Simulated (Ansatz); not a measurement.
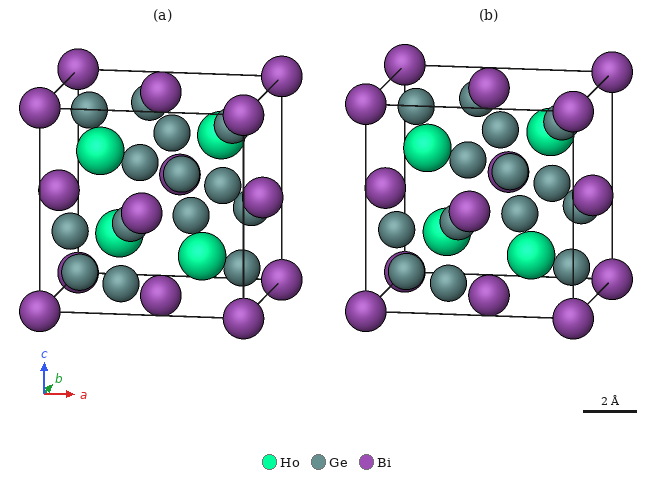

The structure of crystalline HoGe4Bi (a generated structure, set up in F-43m) before (left) and after (right) a relaxation, at one scale.

Style: spheres-only. Shown: the conventional cell (4 times the calculation's cell), slightly off an axis. Lengths and directions refer to the drawn axes.

These are results of DFT PBE, scalar-relativistic, plane waves, PAW; 4f electrons in the core of a trivalent norm-conserving potential in Ansatz 0.2.0, not measurements. Set-up: plane-wave cutoff 690 eV; k-point mesh 8 × 8 × 8; occupations gaussian; smearing width 0.1 eV; no spin polarisation; cell and atoms relaxed; force threshold 0.01 eV/Å; at most 80 steps.

Describe what moved and what it gained.

The energy falls by 13.5 meV per atom in 3 accepted moves (4 points after the start). Largest force component: 0.00073 eV/Å at the start, 0.0049 eV/Å at the end. The pressure goes from 3.97 to 0.02 GPa. At 1 point the geometry stayed and the basis and grid were re-selected for the new cell (energy shift of less than 0.05 meV per atom at most each time). No atom moves by more than 0.005 Å relative to the cell. The volume changes by +5.5 %, with a = b = c 7.907 → 8.050 Å (+1.8 %). Among the contacts that change: Bi–Ho 3.424 → 3.486 Å, Ge–Ho 3.279 → 3.338 Å. The space group stays F-43m (No. 216).
